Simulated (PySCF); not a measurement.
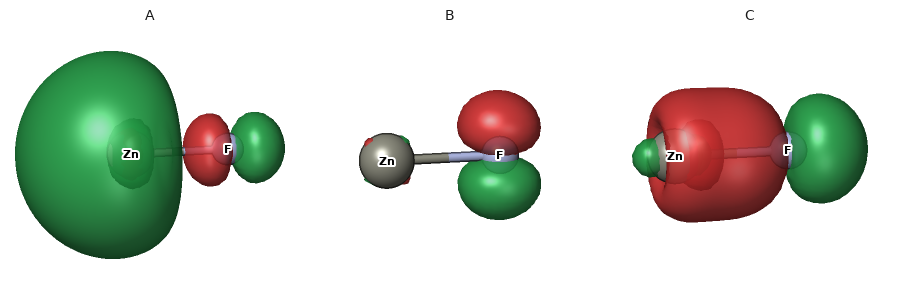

Figure 1: ZnF (doublet). Three frontier β-spin orbitals, each drawn at the value that holds 80 % of its norm (green and red are the two phases), in no order; of a degenerate pair one member is drawn.

All numbers below come from PBE0/x2c-SVPall, spin-free X2C-1e, Gaussian nucleus, at a bond length of 1.789 Å (PySCF 2.14.0).

Question: Name the orbitals and rank them from lowest to highest energy.

Answer: Orbital C: σ, occupied in this spin, −10.01 eV; shared between the atoms (Zn 30 %, F 70 %).
Orbital B: π, occupied in this spin, −9.31 eV; mainly on F (90 %).
Orbital A: σ, empty in this spin, −3.48 eV; mainly on Zn (85 %).
